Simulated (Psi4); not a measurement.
# AlSnSiH7 (SMILES [SiH3][AlH][SnH3]) at SCAN/def2-TZVP (core potential, ints tolerance 1e-10, sweep point 5)

What is the vertical ionisation energy of AlSnSiH7 at SCAN/def2-TZVP (core potential, ints tolerance 1e-10, sweep point 5)? 

The results are computed with Psi4 1.11.

4 further runs of the same task are left out: 4 set aside as unsound or not needed. Runs told in other sessions of the task aren't counted.

### 1 The structure to begin with

AlSnSiH7: 10 atoms, total charge 0, spin state singlet. As SMILES, `[SiH3][AlH][SnH3]`. The coordinates come from a PBE0-D4/def2-TZVP relaxation.

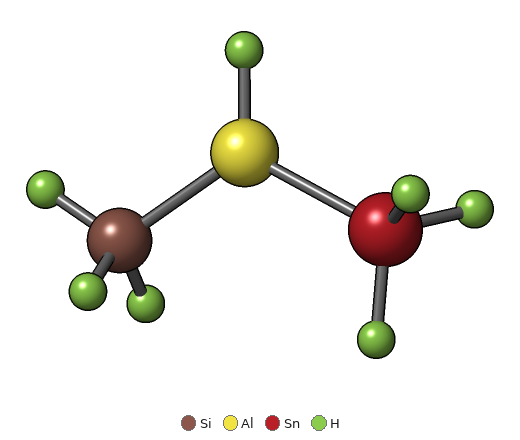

The structure, seen from a chosen angle (silicon brown, aluminium yellow, tin red, hydrogen green).

### 2 A single-point energy at SCAN/def2-TZVP (core potential, ints tolerance 1e-10, sweep point 5)

Input file input.dat:

```
memory 1.6 GB

molecule mol {
  0 1
  Si    -1.727600     1.016900    -0.987400
  Al     0.630900     0.366100    -0.771800
  Sn     1.403800    -1.143700     1.279600
  H     -2.584500    -0.202700    -1.056000
  H     -2.025800     1.852500    -2.183800
  H     -2.154500     1.780100     0.221500
  H      1.723200     0.824500    -1.833100
  H      2.608000    -0.374300     2.224600
  H      0.128400    -1.541500     2.349800
  H      2.081400    -2.629000     0.759800
  units angstrom
  symmetry c1
}

set globals {
  puream               true
  scf_type             direct
  dft_radial_points    99
  dft_spherical_points 590
  ints_tolerance       1e-10
  maxiter              60
}

energy('scan/def2-TZVP')
```

On the command line:

```bash
$ psi4 -n 1 input.dat output.dat
```

output.dat (excerpt; [...] marks lines left out):

```text
[...]
    !!!  WARNING: ECP capability is in beta. Please check occupations closely.  !!!
[...]
  Running in c1 symmetry.
[...]
  Nuclear repulsion =  203.629633121663261
[...]
  Multiplicity = 1
[...]
  Nalpha       = 28
  Nbeta        = 28
[...]
    Number of basis functions: 166
[...]
 WARNING: Atomic UHF is not converging! Try casting from a smaller basis or call Rob at CCMST.
   -------------------------
[...]
   @DF-RKS iter   1:  -750.18118769380726   -1.14495e+00   4.89676e-03 DIIS/ADIIS
[...]
   @RKS iter  10:  -750.49302719651348   -5.45463e-08   2.26597e-07 DIIS
[...]
    Orbital Energies [Eh]
    ---------------------
    Doubly Occupied:
       1A    -65.823276     2A    -55.749079     3A     -5.193253
       4A     -5.036047     5A     -4.088686     6A     -3.535377
       7A     -3.535254     8A     -3.534868     9A     -3.368624
      10A     -3.368445    11A     -3.368142    12A     -2.629911
      13A     -2.620990    14A     -2.619559    15A     -0.950278
      16A     -0.949979    17A     -0.946803    18A     -0.944307
      19A     -0.944298    20A     -0.506796    21A     -0.483097
      22A     -0.369446    23A     -0.327025    24A     -0.326726
      25A     -0.297679    26A     -0.297242    27A     -0.265455
      28A     -0.236949
[...]
  @RKS Final Energy:  -750.49302719651348
   => Energetics <=
    Nuclear Repulsion Energy =            203.6296331216632609
    One-Electron Energy =               -1525.4267239277633053
    Two-Electron Energy =                 631.5849401454612462
    DFT Exchange-Correlation Energy =     -60.2808765358747820
    Empirical Dispersion Energy =           0.0000000000000000
    VV10 Nonlocal Energy =                  0.0000000000000000
    Total Energy =                       -750.4930271965134807
[...]
 Multipole Moments:
 ------------------------------------------------------------------------------------
     Multipole            Electronic (a.u.)      Nuclear  (a.u.)        Total (a.u.)
 ------------------------------------------------------------------------------------
 L = 1.  Multiply by 2.5417464519 to convert [e a0] to [Debye]
 Dipole X            :         51.8040950          -51.8380241           -0.0339291
 Dipole Y            :        -45.2833501           45.4473493            0.1639991
 Dipole Z            :         52.0864973          -52.3241549           -0.2376576
 Magnitude           :                                                    0.2907371
[...]
```

It took 51 s on 1 thread of AMD EPYC 9B45 (Zen 5), shared host; peak memory 1.3 GiB.

### 3 The doublet cation, same level

Input file job.inp:

```
memory 1.6 GB

molecule m {
  1 2
  Si    -1.727600     1.016900    -0.987400
  Al     0.630900     0.366100    -0.771800
  Sn     1.403800    -1.143700     1.279600
  H     -2.584500    -0.202700    -1.056000
  H     -2.025800     1.852500    -2.183800
  H     -2.154500     1.780100     0.221500
  H      1.723200     0.824500    -1.833100
  H      2.608000    -0.374300     2.224600
  H      0.128400    -1.541500     2.349800
  H      2.081400    -2.629000     0.759800
  symmetry c1
}

set basis def2-TZVP
set reference uks
set puream true
set scf_type direct
set dft_radial_points 99
set dft_spherical_points 590
set ints_tolerance 1e-10
set maxiter 100

energy('scan')
print_variables()
```

On the command line:

```bash
$ psi4 -n 1 job.inp job.out
```

job.out (excerpt; [...] marks lines left out):

```text
[...]
  Running in c1 symmetry.
[...]
  Nuclear repulsion =  203.629633121663261
[...]
  Multiplicity = 2
[...]
  Nalpha       = 28
  Nbeta        = 27
[...]
    Number of basis functions: 166
[...]
   @DF-UKS iter   1:  -749.84891160421125   -8.12676e-01   4.71538e-03 ADIIS/DIIS
[...]
   @UKS iter  14:  -750.16868672463772   -5.19125e-08   3.20610e-07 DIIS
[...]
   @S^2 Observed:                7.595826567E-01
[...]
    Orbital Energies [Eh]
    ---------------------
    Alpha Occupied:
       1A    -66.017838     2A    -55.965069     3A     -5.387242
       4A     -5.240427     5A     -4.303146     6A     -3.732666
       7A     -3.727930     8A     -3.727775     9A     -3.577705
      10A     -3.570438    11A     -3.569976    12A     -2.843075
      13A     -2.839888    14A     -2.831987    15A     -1.156429
      16A     -1.155066    17A     -1.154216    18A     -1.146564
      19A     -1.146396    20A     -0.696903    21A     -0.679910
      22A     -0.561913    23A     -0.501544    24A     -0.497224
      25A     -0.482216    26A     -0.478484    27A     -0.453150
      28A     -0.451978
    Alpha Virtual:
[...]
  @UKS Final Energy:  -750.16868672463772
   => Energetics <=
    Nuclear Repulsion Energy =            203.6296331216632609
    One-Electron Energy =               -1514.3526339364534579
    Two-Electron Energy =                 620.5591179796749657
    DFT Exchange-Correlation Energy =     -60.0048038895225631
    Empirical Dispersion Energy =           0.0000000000000000
    VV10 Nonlocal Energy =                  0.0000000000000000
    Total Energy =                       -750.1686867246377233
  UHF NO Occupations:
  HONO-2 :   26  A 1.9995970
  HONO-1 :   27  A 1.9964088
[...]
 Multipole Moments:
 ------------------------------------------------------------------------------------
     Multipole            Electronic (a.u.)      Nuclear  (a.u.)        Total (a.u.)
 ------------------------------------------------------------------------------------
 L = 1.  Multiply by 2.5417464519 to convert [e a0] to [Debye]
 Dipole X            :         50.9341393          -51.8380241           -0.9038848
 Dipole Y            :        -44.4756614           45.4473493            0.9716879
 Dipole Z            :         51.1388330          -52.3241549           -1.1853219
 Magnitude           :                                                    1.7793744
[...]
```

It took 1.9 min on 1 thread of AMD EPYC 9B45 (Zen 5), shared host; peak memory 1.3 GiB.

### 4 Outcome

At SCAN/def2-TZVP (core potential, ints tolerance 1e-10, sweep point 5):

| quantity | value |
| --- | --- |
| singlet AlSnSiH7: total energy | -750.49303 Eh |
| singlet AlSnSiH7: dipole moment | 0.74 D |
| singlet AlSnSiH7: HOMO energy | -6.45 eV |
| singlet AlSnSiH7: LUMO energy | -3.07 eV |
| singlet AlSnSiH7: HOMO–LUMO gap | 3.38 eV |
| doublet cation: total energy | -750.16869 Eh |
| doublet cation: HOMO energy (highest over α and β) | -12.08 eV |
| doublet cation: LUMO energy (lowest over α and β) | -11.16 eV |
| doublet cation: ⟨S²⟩ | 0.760 |
| vertical ionisation energy (to the doublet cation) | 8.826 eV |

**Reading.** Removing an electron at fixed nuclei costs 8.83 eV (852 kJ/mol). −ε(HOMO) before ionisation, 6.45 eV, is 2.38 eV below this ionisation energy.
